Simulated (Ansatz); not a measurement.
```xyz
9

B    -0.6556    1.1277    0.0639
C     0.1112   -0.1039    0.6080
B     0.5407   -1.0118   -0.5832
F    -0.0199   -2.2017   -0.7423
H    -0.0940    1.9221   -0.6345
H    -1.8153    1.2939    0.3062
H     1.0743    0.2830    0.9785
H    -0.4178   -0.6650    1.3792
H     1.3648   -0.6905   -1.3929
```

Geometry: PBE0-D4/def2-TZVP.

These are results of RKS PBE0-D4/def2-TZVPP in Ansatz 0.2.0, not measurements.

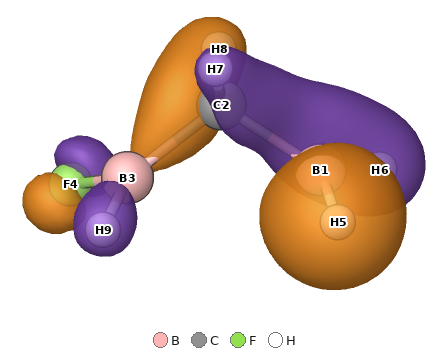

CH₅B₂F (SMILES BCBF). The HOMO−1 at ±0.15 Å⁻³ᐟ² (orange and purple are the two phases), seen at an oblique angle.

Where does this orbital lie, and at what energy?

Answer. Its weight (Hirshfeld) is mainly on B1 (about 30 %), H5 (about 25 %), C2 (about 15 %) and H6 (about 10 %). Its energy is −9.44 eV.
